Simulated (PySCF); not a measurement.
# monofluorogermane (GeH3F): electronic excitations at several levels of theory, part 2 of 2

PySCF 2.14.0. Atoms count from 0.

### Step 10. Ultraviolet spectrum: wB97X-D/def2-SVPD

What the job is given:

```
{"job": {"kind": "uv", "xc": "wB97X-D", "basis": "def2-SVPD", "ip": true}, "charge": 0, "multiplicity": 1}
F      1.611522    -0.382225     0.129190
Ge    -0.079071     0.020951    -0.013971
H     -0.148408     1.364799    -0.753798
H     -0.631423     0.117615     1.415668
H     -0.735379    -1.115430    -0.811458
```

Level: TDDFT wB97X-D/def2-SVPD, vertical, gas phase, core orbitals frozen in the response.

Log:

```text
coarse grid: 20136 points
cycle   1  E = -2178.3041941879  dE = -7.534e-01  |g| = 6.519e-01  |ddm| = 2.133e+00
cycle   2  E = -2178.2648092488  dE =  3.938e-02  |g| = 8.719e-01  |ddm| = 1.023e+00
cycle   3  E = -2178.3747384025  dE = -1.099e-01  |g| = 5.469e-02  |ddm| = 5.200e-01
cycle   4  E = -2178.3751121572  dE = -3.738e-04  |g| = 2.280e-02  |ddm| = 9.115e-02
cycle   5  E = -2178.3751801813  dE = -6.802e-05  |g| = 2.539e-03  |ddm| = 3.260e-02
cycle   6  E = -2178.3751823829  dE = -2.202e-06  |g| = 3.903e-04  |ddm| = 1.179e-02
final grid: 40760 points
cycle   7  E = -2178.3748871683  dE = -3.362e-07  |g| = 8.478e-04  |ddm| = 2.684e-03
cycle   8  E = -2178.3748871142  dE =  5.413e-08  |g| = 1.069e-03  |ddm| = 1.129e-03
cycle   9  E = -2178.3748872850  dE = -1.708e-07  |g| = 2.375e-05  |ddm| = 5.912e-04
cycle  10  E = -2178.3748872854  dE = -4.025e-10  |g| = 1.255e-05  |ddm| = 8.953e-05
converged SCF energy = -2178.3748872854

Static polarisability (au): isotropic 31.788, principal 30.324 32.515 32.524

Singlet excitations
state   eV       nm        f      main configurations
  1   7.9558    155.8   0.00014   H->L 0.91
  2   7.9594    155.8   0.00014   H-1->L 0.91
  3   9.0752    136.6   0.17369   H->L+1 0.95
  4   9.0779    136.6   0.17392   H-1->L+1 0.95
  5   9.5180    130.3   0.00000   H->L+3 0.49, H-1->L+2 0.49
  6  10.0109    123.8   0.02815   H-2->L 0.54, H-1->L+2 0.09, H->L+3 0.09
  7  10.0127    123.8   0.02822   H-3->L 0.54, H->L+2 0.10, H-1->L+3 0.09
  8  10.1533    122.1   0.00300   H-1->L+3 0.48, H->L+2 0.47
  9  10.4157    119.0   0.32702   H-2->L 0.35, H-1->L+3 0.16, H->L+2 0.16
 10  10.4169    119.0   0.32756   H-3->L 0.35, H->L+3 0.16, H-1->L+2 0.16

Triplet excitations (Tamm-Dancoff, eV): 7.5719 7.5765 8.3533 8.3547
Vertical ionisation energy (delta-SCF) = 12.4560 eV
```

Wall time 9.9 s (1 thread, shared host).

Key values: HOMO -11.65 eV, LUMO 1.48 eV; lowest singlet 7.96 eV.

### Step 11. Ultraviolet spectrum: LC-wPBE/def2-SVPD

What the job is given:

```
{"job": {"kind": "uv", "xc": "LC-wPBE", "basis": "def2-SVPD", "ip": true}, "charge": 0, "multiplicity": 1}
F      1.611522    -0.382225     0.129190
Ge    -0.079071     0.020951    -0.013971
H     -0.148408     1.364799    -0.753798
H     -0.631423     0.117615     1.415668
H     -0.735379    -1.115430    -0.811458
```

Method: TDDFT LC-wPBE/def2-SVPD, vertical, gas phase, core orbitals frozen in the response.

Log:

```text
coarse grid: 20136 points
cycle   1  E = -2177.9410385796  dE = -7.836e-01  |g| = 6.872e-01  |ddm| = 2.124e+00
cycle   2  E = -2177.9225093972  dE =  1.853e-02  |g| = 8.326e-01  |ddm| = 9.589e-01
cycle   3  E = -2178.0162582774  dE = -9.375e-02  |g| = 5.318e-02  |ddm| = 4.673e-01
cycle   4  E = -2178.0166478296  dE = -3.896e-04  |g| = 2.595e-02  |ddm| = 8.819e-02
cycle   5  E = -2178.0167426598  dE = -9.483e-05  |g| = 3.298e-03  |ddm| = 3.567e-02
cycle   6  E = -2178.0167461839  dE = -3.524e-06  |g| = 4.804e-04  |ddm| = 1.434e-02
final grid: 40760 points
cycle   7  E = -2178.0165933424  dE = -5.930e-08  |g| = 3.270e-04  |ddm| = 1.927e-03
cycle   8  E = -2178.0165933429  dE = -5.284e-10  |g| = 3.660e-04  |ddm| = 5.733e-04
cycle   9  E = -2178.0165933618  dE = -1.887e-08  |g| = 2.070e-05  |ddm| = 2.047e-04
cycle  10  E = -2178.0165933620  dE = -2.392e-10  |g| = 9.746e-06  |ddm| = 9.701e-05
converged SCF energy = -2178.0165933620

Static polarisability (au): isotropic 31.362, principal 30.078 31.999 32.008

Singlet excitations
state   eV       nm        f      main configurations
  1   8.1306    152.5   0.00031   H->L 0.51, H->L+1 0.45
  2   8.1334    152.4   0.00032   H-1->L 0.51, H-1->L+1 0.45
  3   9.4370    131.4   0.20249   H->L+1 0.48, H->L 0.44
  4   9.4398    131.3   0.20296   H-1->L+1 0.48, H-1->L 0.44
  5   9.6874    128.0   0.00000   H-1->L+2 0.47, H->L+3 0.47
  6  10.2646    120.8   0.01763   H-2->L 0.28, H-2->L+1 0.24, H->L+3 0.11
  7  10.2663    120.8   0.01765   H-3->L 0.28, H-3->L+1 0.24, H->L+2 0.11
  8  10.5523    117.5   0.00677   H->L+2 0.48, H-1->L+3 0.47
  9  10.7363    115.5   0.41117   H-1->L+2 0.17, H->L+3 0.17, H-2->L 0.16
 10  10.7370    115.5   0.41166   H-1->L+3 0.18, H->L+2 0.17, H-3->L 0.16

Triplet excitations (Tamm-Dancoff, eV): 7.5486 7.5515 8.2380 8.2386
```

It took 22 s on 1 thread, shared host.

In short: HOMO -12.51 eV, LUMO 1.79 eV; lowest singlet 8.13 eV.

### Step 12. TDDFT and polarisability: PBE0/6-31G*

What the job is given:

```
{"job": {"kind": "uv", "xc": "PBE0", "basis": "6-31G*"}, "charge": 0, "multiplicity": 1}
F      1.611522    -0.382225     0.129190
Ge    -0.079071     0.020951    -0.013971
H     -0.148408     1.364799    -0.753798
H     -0.631423     0.117615     1.415668
H     -0.735379    -1.115430    -0.811458
```

Level: TDDFT PBE0/6-31G*, vertical, gas phase, core orbitals frozen in the response.

Log:

```text
coarse grid: 20136 points
cycle   1  E = -2177.9353924025  dE = -6.435e-01  |g| = 6.883e-01  |ddm| = 1.876e+00
cycle   2  E = -2177.7781129484  dE =  1.573e-01  |g| = 1.204e+00  |ddm| = 1.336e+00
cycle   3  E = -2178.0087321032  dE = -2.306e-01  |g| = 8.323e-02  |ddm| = 9.071e-01
cycle   4  E = -2178.0094888018  dE = -7.567e-04  |g| = 2.964e-02  |ddm| = 6.193e-02
cycle   5  E = -2178.0095753683  dE = -8.657e-05  |g| = 1.666e-03  |ddm| = 1.266e-02
cycle   6  E = -2178.0095760329  dE = -6.645e-07  |g| = 2.743e-04  |ddm| = 2.066e-03
final grid: 40760 points
cycle   7  E = -2178.0095238218  dE = -1.977e-08  |g| = 2.066e-04  |ddm| = 6.536e-04
cycle   8  E = -2178.0095238249  dE = -3.062e-09  |g| = 2.162e-04  |ddm| = 3.859e-04
cycle   9  E = -2178.0095238303  dE = -5.463e-09  |g| = 2.050e-05  |ddm| = 1.389e-04
cycle  10  E = -2178.0095238304  dE = -7.640e-11  |g| = 6.414e-07  |ddm| = 2.142e-05
converged SCF energy = -2178.0095238304

Static polarisability (au): isotropic 24.207, principal 22.171 25.219 25.232

Singlet excitations
state   eV       nm        f      main configurations
  1   7.7774    159.4   0.00127   H->L 0.99
  2   7.7791    159.4   0.00126   H-1->L 0.99
  3   9.7310    127.4   0.02001   H-2->L 0.92
  4   9.7335    127.4   0.01994   H-3->L 0.92
  5  10.0796    123.0   0.05068   H->L+1 0.76
  6  10.0829    123.0   0.05105   H-1->L+1 0.76
  7  10.1611    122.0   0.00000   H-1->L+2 0.50, H->L+3 0.49
  8  10.2692    120.7   0.09615   H-4->L 0.63, H-1->L+3 0.17, H->L+2 0.17
  9  10.8409    114.4   0.17512   H->L+2 0.21, H-1->L+3 0.21, H-1->L+1 0.14
 10  10.8420    114.4   0.17560   H->L+3 0.21, H-1->L+2 0.21, H->L+1 0.14

Triplet excitations (Tamm-Dancoff, eV): 7.3456 7.3475 8.6485 8.6489
```

Run time: 3.1 s. Hardware: 1 thread, shared host.

In short: HOMO -9.44 eV, LUMO 0.04 eV; lowest singlet 7.78 eV.

### Step 13. TDDFT and polarisability: PBE0/def2-SVP

What the job is given:

```
{"job": {"kind": "uv", "xc": "PBE0", "basis": "def2-SVP"}, "charge": 0, "multiplicity": 1}
F      1.611522    -0.382225     0.129190
Ge    -0.079071     0.020951    -0.013971
H     -0.148408     1.364799    -0.753798
H     -0.631423     0.117615     1.415668
H     -0.735379    -1.115430    -0.811458
```

Method: TDDFT PBE0/def2-SVP, vertical, gas phase, core orbitals frozen in the response.

Log:

```text
coarse grid: 20136 points
cycle   1  E = -2177.8899662841  dE = -6.648e-01  |g| = 6.760e-01  |ddm| = 1.981e+00
cycle   2  E = -2177.7395927802  dE =  1.504e-01  |g| = 1.175e+00  |ddm| = 1.407e+00
cycle   3  E = -2177.9618297071  dE = -2.222e-01  |g| = 8.637e-02  |ddm| = 9.540e-01
cycle   4  E = -2177.9627370674  dE = -9.074e-04  |g| = 2.820e-02  |ddm| = 7.152e-02
cycle   5  E = -2177.9628232807  dE = -8.621e-05  |g| = 1.806e-03  |ddm| = 1.496e-02
cycle   6  E = -2177.9628240145  dE = -7.338e-07  |g| = 2.459e-04  |ddm| = 2.187e-03
final grid: 40760 points
cycle   7  E = -2177.9627674847  dE = -2.215e-08  |g| = 1.881e-04  |ddm| = 5.800e-04
cycle   8  E = -2177.9627674832  dE =  1.420e-09  |g| = 2.364e-04  |ddm| = 3.661e-04
cycle   9  E = -2177.9627674916  dE = -8.382e-09  |g| = 3.273e-05  |ddm| = 1.801e-04
cycle  10  E = -2177.9627674918  dE = -2.092e-10  |g| = 9.770e-06  |ddm| = 3.542e-05
converged SCF energy = -2177.9627674918

Static polarisability (au): isotropic 26.391, principal 23.305 27.927 27.941

Singlet excitations
state   eV       nm        f      main configurations
  1   7.9371    156.2   0.00023   H->L 0.98
  2   7.9390    156.2   0.00024   H-1->L 0.98
  3   9.7539    127.1   0.05753   H->L+1 0.48, H-2->L 0.30
  4   9.7572    127.1   0.05766   H-1->L+1 0.48, H-3->L 0.30
  5   9.8664    125.7   0.00000   H-1->L+2 0.50, H->L+3 0.49
  6  10.0273    123.6   0.00470   H-2->L 0.66, H->L+1 0.30
  7  10.0294    123.6   0.00486   H-3->L 0.66, H-1->L+1 0.30
  8  10.3168    120.2   0.00710   H-4->L 0.36, H->L+2 0.30, H-1->L+3 0.29
  9  10.6566    116.3   0.37457   H-1->L+3 0.24, H->L+2 0.24, H-1->L+1 0.16
 10  10.6580    116.3   0.37526   H->L+3 0.24, H-1->L+2 0.24, H->L+1 0.15

Triplet excitations (Tamm-Dancoff, eV): 7.4444 7.4465 8.3274 8.3276
```

It took 3.5 s on 1 thread, shared host.

Key values: HOMO -9.56 eV, LUMO 0.11 eV; lowest singlet 7.94 eV.

### Step 14. Excited states and response: PBE0/def2-TZVP

What the job is given:

```
{"job": {"kind": "uv", "xc": "PBE0", "basis": "def2-TZVP"}, "charge": 0, "multiplicity": 1}
F      1.611522    -0.382225     0.129190
Ge    -0.079071     0.020951    -0.013971
H     -0.148408     1.364799    -0.753798
H     -0.631423     0.117615     1.415668
H     -0.735379    -1.115430    -0.811458
```

Level: TDDFT PBE0/def2-TZVP, vertical, gas phase, core orbitals frozen in the response.

Log:

```text
coarse grid: 20136 points
cycle   1  E = -2178.2687034983  dE = -6.439e-01  |g| = 8.602e-01  |ddm| = 1.584e+00
cycle   2  E = -2178.0955801040  dE =  1.731e-01  |g| = 1.410e+00  |ddm| = 9.774e-01
cycle   3  E = -2178.3505663225  dE = -2.550e-01  |g| = 1.696e-01  |ddm| = 6.698e-01
cycle   4  E = -2178.3539100958  dE = -3.344e-03  |g| = 2.642e-02  |ddm| = 8.116e-02
cycle   5  E = -2178.3539804396  dE = -7.034e-05  |g| = 2.890e-03  |ddm| = 1.068e-02
cycle   6  E = -2178.3539819856  dE = -1.546e-06  |g| = 2.308e-04  |ddm| = 1.869e-03
final grid: 40760 points
cycle   7  E = -2178.3539947010  dE = -6.893e-08  |g| = 2.221e-04  |ddm| = 3.407e-04
cycle   8  E = -2178.3539946928  dE =  8.235e-09  |g| = 3.344e-04  |ddm| = 2.369e-04
cycle   9  E = -2178.3539947079  dE = -1.505e-08  |g| = 2.707e-05  |ddm| = 1.446e-04
cycle  10  E = -2178.3539947080  dE = -1.073e-10  |g| = 6.478e-06  |ddm| = 1.403e-05
converged SCF energy = -2178.3539947080

Static polarisability (au): isotropic 30.105, principal 28.024 31.139 31.151

Singlet excitations
state   eV       nm        f      main configurations
  1   7.8463    158.0   0.00010   H->L 0.99
  2   7.8483    158.0   0.00010   H-1->L 0.99
  3   9.3496    132.6   0.14397   H->L+1 0.87
  4   9.3526    132.6   0.14449   H-1->L+1 0.87
  5   9.6792    128.1   0.00000   H-1->L+2 0.50, H->L+3 0.50
  6   9.8892    125.4   0.00279   H-2->L 0.91
  7   9.8906    125.4   0.00284   H-3->L 0.91
  8  10.1626    122.0   0.00028   H->L+2 0.42, H-1->L+3 0.41, H-4->L 0.13
  9  10.4464    118.7   0.44165   H-1->L+3 0.31, H->L+2 0.30, H->L+3 0.10
 10  10.4468    118.7   0.44278   H->L+3 0.30, H-1->L+2 0.30, H-1->L+3 0.10

Triplet excitations (Tamm-Dancoff, eV): 7.3487 7.3511 8.0379 8.0385
```

It took 5.5 s on 1 thread, shared host.

Key values: HOMO -9.69 eV, LUMO -0.14 eV; lowest singlet 7.85 eV.

### Step 15. Side by side: electronic excitations

Excitations and ground-state properties, with basis size and wall time:

| run | lowest singlet (eV) | brightest (eV) | f | gap (eV) | α (Å³) | μ (D) | functions | time |
| --- | --- | --- | --- | --- | --- | --- | --- | --- |
| HF/def2-SVPD | 9.10 | 12.23 | 0.383 | 15.37 | 4.34 | 2.46 | 85 | 3.1 s |
| LDA/def2-SVPD | 7.01 | 9.07 | 0.146 | 6.83 | 5.05 | 2.21 | 85 | 13 s |
| PBE/def2-SVPD | 7.15 | 9.11 | 0.110 | 7.01 | 4.95 | 2.12 | 85 | 21 s |
| B3LYP/def2-SVPD | 7.64 | 9.86 | 0.196 | 8.90 | 4.79 | 2.25 | 85 | 8.3 s |
| PBE0/def2-SVPD | 7.76 | 10.08 | 0.237 | 9.40 | 4.74 | 2.25 | 85 | 12 s |
| BHandHLYP/def2-SVPD | 8.24 | 10.86 | 0.316 | 11.58 | 4.57 | 2.38 | 85 | 12 s |
| CAM-B3LYP/def2-SVPD | 7.84 | 10.32 | 0.304 | 11.74 | 4.73 | 2.32 | 85 | 16 s |
| wB97X-D/def2-SVPD | 7.96 | 10.42 | 0.328 | 13.13 | 4.71 | 2.29 | 85 | 9.9 s |
| LC-wPBE/def2-SVPD | 8.13 | 10.74 | 0.412 | 14.30 | 4.65 | 2.31 | 85 | 22 s |
| PBE0/6-31G* | 7.78 | 10.84 | 0.176 | 9.48 | 3.59 | 2.10 | 52 | 3.1 s |
| PBE0/def2-SVP | 7.94 | 10.66 | 0.375 | 9.67 | 3.91 | 2.11 | 61 | 3.5 s |
| PBE0/def2-TZVP | 7.85 | 10.45 | 0.443 | 9.55 | 4.46 | 2.11 | 97 | 5.5 s |

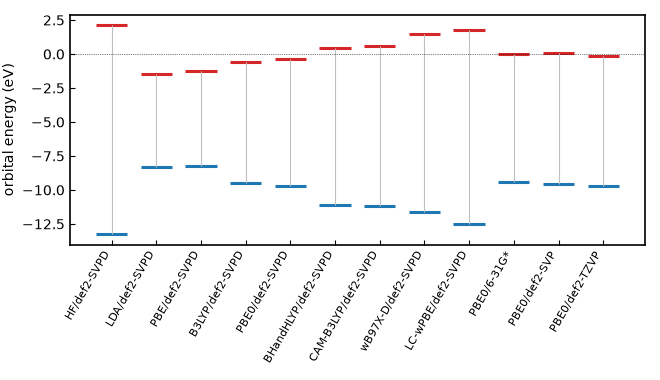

HOMO (blue) and LUMO (red) run by run.

Measured dipole: 2.33 D (gas; NIST CCCBDB Release 22 (SRD 101), experimental dipoles).

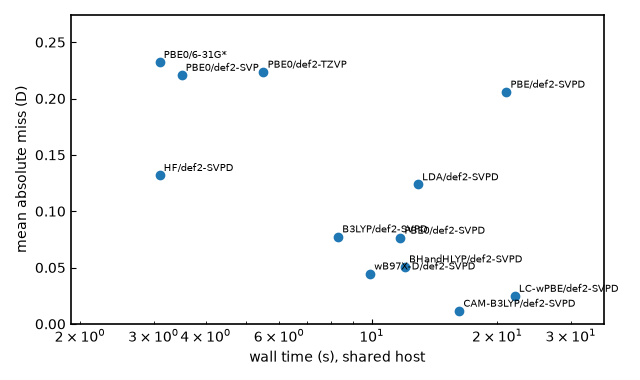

Cost against miss for the measured dipole.

### Step 16. Results

The summary covers parts 1 to 2.

| quantity | value |
| --- | --- |
| point group | C3v |
| rotational constants (main isotopes) | 77.20, 9.89, 9.89 GHz |
| lowest singlet (HF/def2-SVPD) | 9.10 eV (136 nm), f = 0.007 |
| brightest single state of those computed | state 9, 12.23 eV, f = 0.383 |
| lowest triplet | 8.21 eV |
| range of the lowest singlet | 7.01 to 9.10 eV |

What this shows: Single values in the summary come from the first run of each kind that ended normally (HF/def2-SVPD), which need not be the best level. Relaxing lowered the energy by 0.085 eV in 3 steps; the close pair that moved most is Ge1–H2, from 1.493 to 1.536 Å. The lowest singlet, at 9.10 eV, is HOMO→LUMO+1 0.89 and is weak; of the 10 states computed, the strongest absorption comes from states 9 to 10 together at 12.23 eV (the last computed, so partners may be missing). The lowest triplet lies 0.89 eV below the lowest singlet (triplets in Tamm-Dancoff, singlets in full TDDFT). The dipole moment, 2.46 D, compares with 2.33 D measured. The lowest singlet runs from 7.01 eV (LDA/def2-SVPD) to 9.10 eV (HF/def2-SVPD), while the orbital gap spans 6.83 to 15.37 eV. The lowest state need not be the same one in every run. The runs solved for a few states only, so the brightest column depends on that window. For the measured dipole, CAM-B3LYP/def2-SVPD misses least (0.01 D, 16 s) and PBE0/6-31G* most (0.23 D, 3.1 s); the quickest, HF/def2-SVPD, misses by 0.13 D in 3.1 s. One molecule ranks no method: errors cancel, and vibration and temperature are missing from all runs.
